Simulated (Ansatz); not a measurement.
**Single-point calculation of SiSeS (part 2 of 2)**

Continued. System: SiSeS (slab, 3 atoms in the cell). Method: Hartree-Fock, plane waves, PAW, no spin polarisation (Ansatz 0.2.0); cutoff 420 eV, 6×6×1 k-mesh, fixed occupations. The geometry comes from this level: r2SCAN.

Geometry of the input (Å; fractional positions):
```
3.3924  0.0000  0.0000
-1.6962  2.9379  0.0000
0.0000  0.0000  29.1717
Si 0.0000  0.0000  0.3102
S  0.3333  0.6667  0.3545
Se 0.6667  0.3333  0.2609
```

## Log, continued
```
SCF iter   1: F=—  HF=-6942.151384 eV  |F-HF|=—  |Δ(HF+E_count)|=         —  Δρ=1.40e-5  dr2=5.21e-7  ethr=1.28e-6  ⟨swp⟩=2.3  Hψ=268  notcnv=0
preconditioner: auto → none  [insulator: Δε(μ)=7.111 eV  Ē_g=15.430 eV  n_scr=16 (ndim 8)  ℏωp=7.5 eV  f_vac=0.770]
SCF iter   2: F=—  HF=-6942.151386 eV  |F-HF|=—  |Δ(HF+E_count)|=   2.32e-6  Δρ=1.44e-5  dr2=5.52e-7  ethr=1.02e-9  ⟨swp⟩=5.4  Hψ=522  notcnv=0  defer=5
SCF iter   3: F=—  HF=-6942.151386 eV  |F-HF|=—  |Δ(HF+E_count)|=   4.10e-7  Δρ=5.43e-6  dr2=1.69e-7  ethr=1.02e-9  ⟨swp⟩=4.9  Hψ=387  notcnv=0  defer=7
SCF iter   4: F=—  HF=-6942.151386 eV  |F-HF|=—  |Δ(HF+E_count)|=   2.57e-8  Δρ=2.75e-6  dr2=1.07e-7  ethr=4.48e-10  ⟨swp⟩=5.0  Hψ=381  notcnv=0  defer=8
SCF iter   5: F=—  HF=-6942.151386 eV  |F-HF|=—  |Δ(HF+E_count)|=   8.01e-9  Δρ=9.78e-7  dr2=7.47e-9  ethr=3.09e-10  ⟨swp⟩=4.4  Hψ=345  notcnv=0  defer=8
SCF iter   6: F=—  HF=-6942.151386 eV  |F-HF|=—  |Δ(HF+E_count)|=   5.93e-9  Δρ=3.72e-7  dr2=1.26e-9  ethr=1.36e-11  ⟨swp⟩=5.3  Hψ=473  notcnv=0  defer=9
SCF iter   7: F=—  HF=-6942.151386 eV  |F-HF|=—  |Δ(HF+E_count)|=  2.52e-10  Δρ=1.48e-7  dr2=4.35e-10  ethr=3.29e-12  ⟨swp⟩=6.0  Hψ=457  notcnv=0  defer=9
SCF iter   8: F=-6942.151386 eV  HF=-6942.151386 eV  |F-HF|=6.55e-11  |Δ(HF+E_count)|=  8.82e-11  Δρ=4.74e-8  dr2=1.97e-11  ethr=1.25e-12  ⟨swp⟩=5.3  Hψ=366  notcnv=0  defer=8
SCF 4 converged in 8 iterations: F = -6942.151386 eV  dr2 = 1.97e-11
  Residual-converged pass: ⟨swp⟩=3.6  Hψ=302  notcnv=0  max |occ|·‖R‖ = 2.5e-7 eV (tolerance 2.7e-7 eV)  dr2=1.97e-11  dr2_onsite=4.05e-13  max |Δocc| = 0.0e0
hybrid outer 3: dexx = +3.782e-6 eV, tail = 5.50e-7 eV, Δε = 2.14e-3 eV (about 4.92e-4 eV left of the loop's levels), ΔF = 3.92e-3 eV/Å (tail 1.43e-2)
Exchange kernel: α = 1.0000, full range, Wigner–Seitz truncation, v(0) = 16143.8805 eV·Å³, q-mesh 6×6×1, nearest image of the exchange supercell L = 20.35 Å, pair-density grid 18×18×135, without the augmentation charges, whose exchange is taken in its separable form by FFT convolution over the k-point mesh (sized by the pseudopotential files, 20×20×200 at the most)
Frozen-core exchange: fock
SCF iter   1: F=—  HF=-6942.151387 eV  |F-HF|=—  |Δ(HF+E_count)|=         —  Δρ=1.82e-6  dr2=7.40e-9  ethr=1.06e-8  ⟨swp⟩=2.9  Hψ=278  notcnv=0
preconditioner: auto → none  [insulator: Δε(μ)=7.112 eV  Ē_g=15.430 eV  n_scr=16 (ndim 8)  ℏωp=7.5 eV  f_vac=0.770]
SCF iter   2: F=—  HF=-6942.151387 eV  |F-HF|=—  |Δ(HF+E_count)|=   2.38e-8  Δρ=1.59e-6  dr2=5.34e-9  ethr=1.60e-11  ⟨swp⟩=5.3  Hψ=496  notcnv=0  defer=6
SCF iter   3: F=—  HF=-6942.151387 eV  |F-HF|=—  |Δ(HF+E_count)|=  9.19e-10  Δρ=3.96e-7  dr2=1.03e-9  ethr=1.52e-11  ⟨swp⟩=4.4  Hψ=382  notcnv=0  defer=6
SCF iter   4: F=—  HF=-6942.151387 eV  |F-HF|=—  |Δ(HF+E_count)|=  9.91e-11  Δρ=1.90e-7  dr2=8.05e-10  ethr=3.16e-12  ⟨swp⟩=5.4  Hψ=371  notcnv=0  defer=9
SCF iter   5: F=-6942.151387 eV  HF=-6942.151387 eV  |F-HF|=1.53e-10  |Δ(HF+E_count)|=  1.44e-10  Δρ=9.68e-8  dr2=1.72e-10  ethr=2.50e-12  ⟨swp⟩=4.6  Hψ=323  notcnv=0  defer=5
SCF 5 converged in 5 iterations: F = -6942.151387 eV  dr2 = 1.72e-10
  Residual-converged pass: ⟨swp⟩=3.9  Hψ=326  notcnv=0  max |occ|·‖R‖ = 2.6e-7 eV (tolerance 2.7e-7 eV)  dr2=1.69e-10  dr2_onsite=2.03e-12  max |Δocc| = 0.0e0
hybrid outer 4: dexx = +2.644e-8 eV, tail = 1.04e-8 eV, Δε = 1.54e-4 eV (about 5.04e-5 eV left of the loop's levels), ΔF = 3.04e-4 eV/Å (tail 1.96e-3)
Exchange kernel: α = 1.0000, full range, Wigner–Seitz truncation, v(0) = 16143.8805 eV·Å³, q-mesh 6×6×1, nearest image of the exchange supercell L = 20.35 Å, pair-density grid 18×18×135, without the augmentation charges, whose exchange is taken in its separable form by FFT convolution over the k-point mesh (sized by the pseudopotential files, 20×20×200 at the most)
Frozen-core exchange: fock
SCF iter   1: F=—  HF=-6942.151387 eV  |F-HF|=—  |Δ(HF+E_count)|=         —  Δρ=2.44e-7  dr2=4.89e-10  ethr=2.01e-10  ⟨swp⟩=3.6  Hψ=290  notcnv=0
SCF iter   2: F=-6942.151387 eV  HF=-6942.151387 eV  |F-HF|=6.46e-11  |Δ(HF+E_count)|=  1.69e-10  Δρ=1.68e-7  dr2=1.38e-10  ethr=1.64e-12  ⟨swp⟩=5.1  Hψ=426  notcnv=0  defer=9
SCF 6 converged in 2 iterations: F = -6942.151387 eV  dr2 = 1.38e-10
  Residual-converged pass: ⟨swp⟩=3.3  Hψ=272  notcnv=0  max |occ|·‖R‖ = 2.7e-7 eV (tolerance 2.7e-7 eV)  dr2=1.38e-10  dr2_onsite=2.43e-12  max |Δocc| = 0.0e0
```

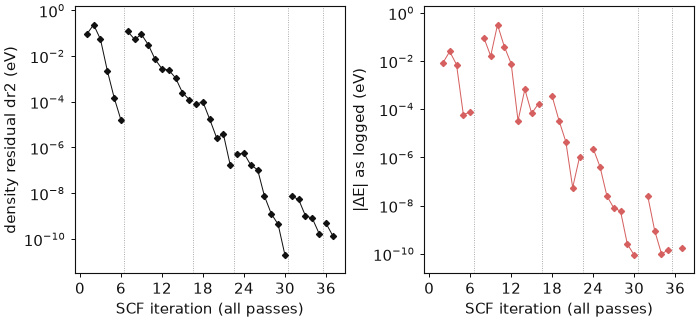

Convergence of the self-consistent field: density residual dr2 and size of the energy change against the SCF iteration. The run starts with a semilocal functional; after that each stretch between dotted lines is one SCF of the hybrid functional between two exact rebuilds of the exchange operator by the outer loop. Early passes are stopped at a loose threshold. The 6 passes take 2 to 10 iterations each, 37 in all.

```
hybrid outer 5: dexx = +3.854e-10 eV, tail = 3.54e-10 eV, Δε = 4.33e-5 eV (about 2.25e-5 eV left of the loop's levels), ΔF = 1.01e-4 eV/Å (tail 2.62e-4)
NSCF: frozen V_eff on 5 k-points
hybrid SCF converged: 5 outer / 31 inner (+6 warm-up), last move |dexx| = 3.85e-10 eV, tail = 3.54e-10 eV
Stability not checked: this state was not tested for a lower state beside it, because the functional holds exact exchange (a hybrid, or Hartree-Fock), whose exchange loop this test does not read (fock_operator; see scf.lower_state_search)
Free energy (F): -6942.151387 eV
Frozen-core exchange: fock
Harris-Foulkes:  -6942.151387 eV  (|F-HF|=6.46e-11)
Internal energy: -6942.151387 eV  (E = F + TS)
E sigma→0 (E₀):  -6942.151387 eV
Fermi energy:    -8.710648 eV
--- Per-component energies (eV) ---
  E_band       = -968.950884
  E_kinetic    = 267.231911
  E_local      = -38609.289393  (includes V_loc(G=0)·N_el)
  E_nonlocal   = -554.646089
  E_hartree    = 19096.498692
  E_xc         = 0.000000
  E_vxc        = 0.000000  (∫ρ·V_xc dr)
  E_exx        = -387.048017  (= α·E_x^exact, valence–valence)
  E_paw        = -2822.758581  (= ΣΔE_a)
  E_vpaw       = 508.852378  (= ΣTr[D̂ρ^β])
  E_aug_tail   = -0.000632  (compensation charges beyond the density's cutoff)
  E_ewald      = 16072.163650
  E_core_change = -4.302927  (= ΣΔE_core)
  E_smearing   = -0.000000  (= −TS)
  E_closure    = -0.000000  (closes the sum)
  Σ components = -6942.151387   (vs F -6942.151387, Δ=9.09e-13)
--- Forces (eV/Å), atoms counted from 1 ---
  atom   1  Si    -0.00000000    -0.00000000    -0.08337184
  atom   2  S     -0.00000000     0.00000000    -0.58337416
  atom   3  Se     0.00000000    -0.00000000     0.66691429
  max |Σ_I F_I| component: 1.68e-4 eV/Å
--- 2D stress c σ (N/m, compression-positive) ---
        1.243724      -0.000000       0.000000
       -0.000000       1.243724       0.000000
        0.000000       0.000000       0.000000
  P = ½ c Tr σ = 1.2437 N/m
--- Band table (eV; the first three rows and the last of 7) ---
  k-point 0: bands = ["-70.1832", "-70.1832", "-70.1394", "-70.1394", "-70.1153", "-30.0806", "-26.8538", "-16.7572", "-11.0549", "-10.4940", "-10.4940", "-8.7106", "-8.7106", "0.1662", "0.4324", "0.9009", "1.3636"]
  k-point 1: bands = ["-70.1831", "-70.1826", "-70.1395", "-70.1395", "-70.1151", "-29.5587", "-26.4928", "-16.5685", "-13.2633", "-11.5034", "-10.8938", "-10.7473", "-8.7485", "0.6689", "0.9269", "1.3664", "1.5743"]
  k-point 2: bands = ["-70.1828", "-70.1814", "-70.1398", "-70.1396", "-70.1146", "-28.1169", "-25.7333", "-18.1815", "-15.6646", "-13.1039", "-12.7721", "-10.5085", "-9.3315", "-0.6682", "2.0700", "2.3333", "2.7236"]
  k-point 6: bands = ["-70.1817", "-70.1812", "-70.1400", "-70.1397", "-70.1144", "-26.2015", "-25.2584", "-20.1333", "-15.6729", "-15.3769", "-14.9920", "-10.8337", "-10.3782", "0.5631", "4.1562", "4.5071", "5.6099"]
  the weakly bound empty levels are not read free of the cell's end (exact_exchange)
```

## File bands.tsv
```
# k_distance	band_0	band_1	band_2	band_3	band_4	band_5	band_6	band_7	band_8	band_9	band_10	band_11	band_12	band_13	band_14	band_15	band_16
# fermi_ev = -8.710648
# lock_threshold_ev = 1e-6
# [0, 0, 0] at k_distance = 0.000000
# [0.5, 0, 0] at k_distance = 1.069333
# [0.3333333333, 0.3333333333, 0] at k_distance = 1.686713
# [0, 0.104167, 0] at k_distance = 2.734478
# [0, 0.5, 0] at k_distance = 3.581032
# levels_relative_to = fermi_ev
# free_energy_ev = -6942.151387
# largest_residual_norms_ev = 6.517e-5 7.746e-5 4.918e-5 6.342e-5 5.803e-5 1.203e-4 1.735e-4 4.270e-4 8.222e-4 8.036e-4 9.354e-4 1.382e-3 1.175e-3 5.875e-4 1.359e-3 1.571e-3 1.914e-3
0.000000	-61.472575	-61.472575	-61.428758	-61.428758	-61.404644	-21.369952	-18.143122	-8.046579	-2.344253	-1.783346	-1.783346	0.000000	0.000000	8.876895	9.143011	9.611598	10.074239
1.069333	-61.472042	-61.470111	-61.429249	-61.429035	-61.403783	-18.041419	-16.961456	-11.071118	-8.101874	-4.538372	-4.099443	-1.890634	-0.942476	7.112506	11.498210	11.962438	12.643687
1.686713	-61.471090	-61.470557	-61.429338	-61.429005	-61.403703	-17.490839	-16.547734	-11.422637	-6.962221	-6.666234	-6.281346	-2.123056	-1.667536	9.273787	12.866809	13.217753	14.320550
2.734478	-61.472509	-61.472340	-61.428787	-61.428780	-61.404563	-21.163955	-17.997147	-7.944948	-3.125390	-2.264425	-2.218492	-0.961592	0.045546	9.081124	9.342211	9.937437	10.294362
3.581032	-61.472042	-61.470111	-61.429249	-61.429035	-61.403783	-18.041419	-16.961456	-11.071118	-8.101874	-4.538372	-4.099443	-1.890634	-0.942476	7.112506	11.498210	11.962438	12.643687
```

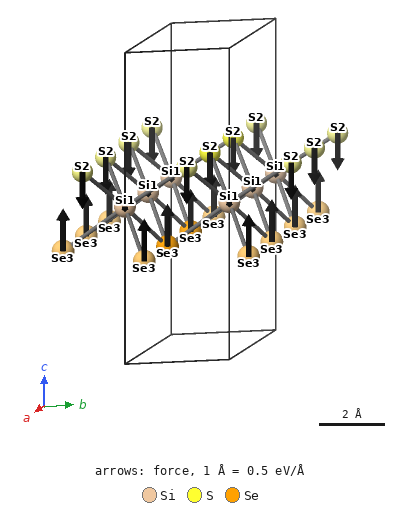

Forces on the atoms as black arrows (ball-and-stick view of the 2 × 1 repeat of the cell, with the vacuum cut short, seen slightly off an axis; neighbours outside the cell are drawn fainter; atoms are numbered from 1 in the order of the input). The largest act on Se3 (0.67 eV/Å); S2 (0.58 eV/Å). The geometry is not a stationary point of this energy.

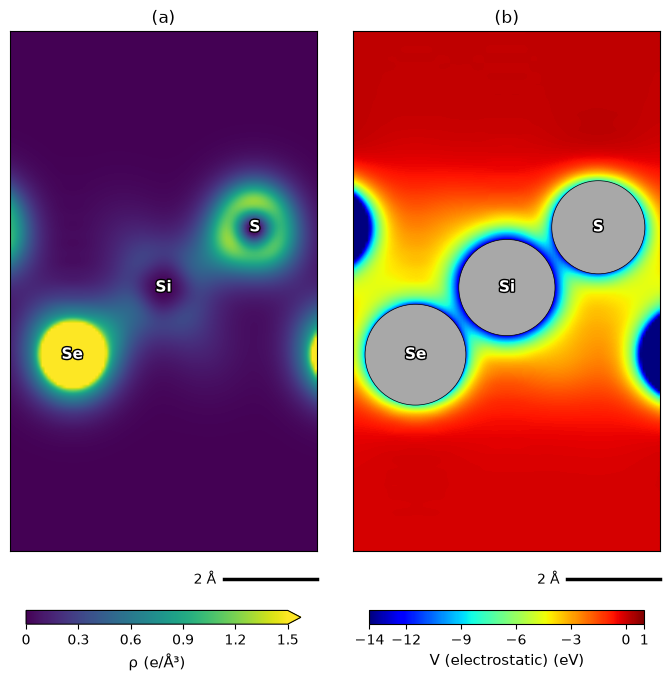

(a) valence pseudo-density; (b) electrostatic potential (local pseudopotential plus Hartree) felt by an electron on the (110) plane of the calculation cell, a cut from vacuum to vacuum. Grey discs, where drawn, cover atomic cores. Atoms in the plane: Si, S and Se. Si–S (2.35 Å): ρ is about 0.65 e/Å³ halfway. Si–Se (2.43 Å): the density is about 0.62 e/Å³ at the midpoint. The density dies away to nearly zero in the vacuum. In a PAW calculation such maps are meaningful between the atoms, not at the nuclei.

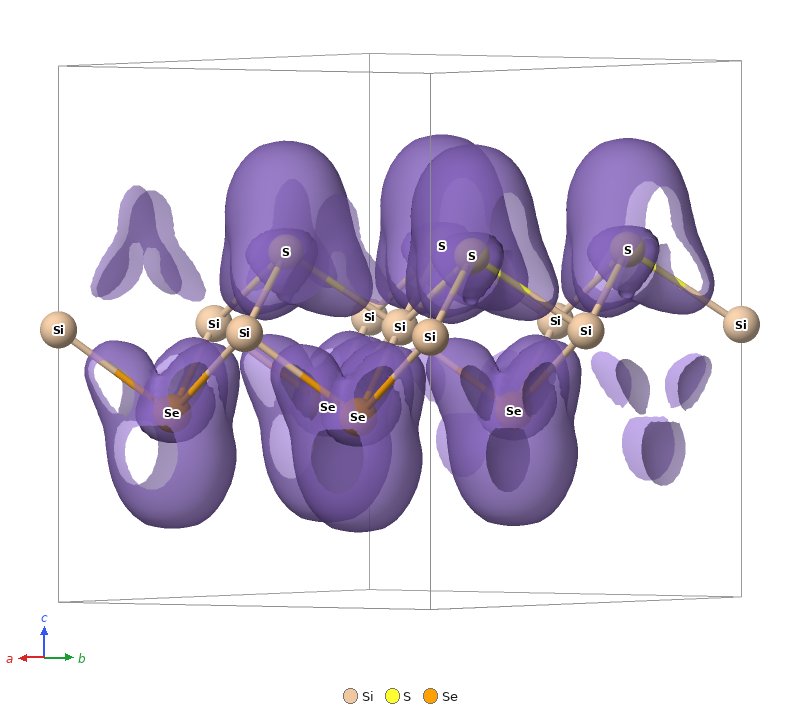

Isosurface of the electron localisation function at 0.7 (purple), seen at an oblique angle. Only the valence region is drawn (cores and ρ < 0.01 e/Å³ removed). Sticks mark near contacts. Si–Se (2.43 Å): the ELF peaks at about 0.90 between the atoms (a shared electron pair).

## Summary

| quantity | value |
| --- | --- |
| outcome | converged |
| electrons treated | 26 |
| free energy | −6942.1514 eV |
| Fermi energy | −8.711 eV |
| gap on the k-point mesh | 7.11 eV |
| largest force (length of the vector) | 0.667 eV/Å |
| wall time | 2.8 min (CPU time 11 min) |
| peak memory | 2 GiB |

## Remarks

The program warns: the exchange loop's threshold is looser than advised for the stress; the SCF threshold is looser than advised for the printed stress.
